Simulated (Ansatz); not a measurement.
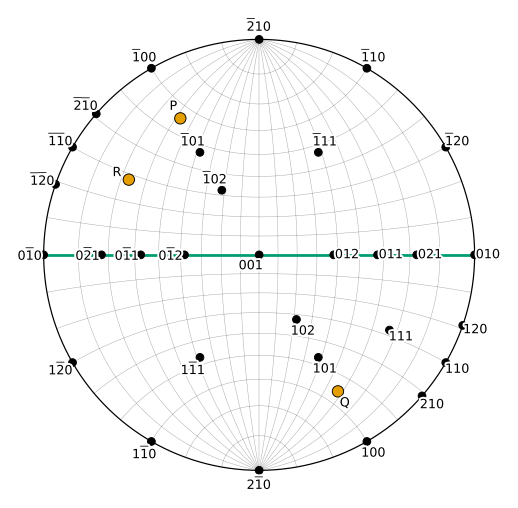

For NiF, the input geometry of an electronic-structure calculation (not necessarily at equilibrium); the starting structure was generated, so it need not be a known form of this composition: stereographic projection of plane normals (upper hemisphere) centred on (0 0 1). The drawing is computed from the coordinates (standard cell, symmetry found to 0.002 Å).

a = 2.690 Å, b = 2.690 Å, c = 3.666 Å, α = 90.00°, β = 90.00°, γ = 120.00°.

Question: Index the poles marked P, Q, R.

Answer: P is (−2 0 1), in four indices (−2 0 2 1), 72.4° from the centre; Q is (2 0 1), in four indices (2 0 −2 1), 72.4° from the centre; R is (−1 −1 1), in four indices (−1 −1 2 1), 69.9° from the centre.

Question: Which zone does the coloured great circle trace?

Answer: The zone [1 0 0]: its poles satisfy h = 0.

Question: What is the angle between the normals of (−2 −1 0) and (0 −1 2), and what are their d_hkl = 1/|g|?

Answer: 62.1°; d = 0.881 Å and 1.441 Å.
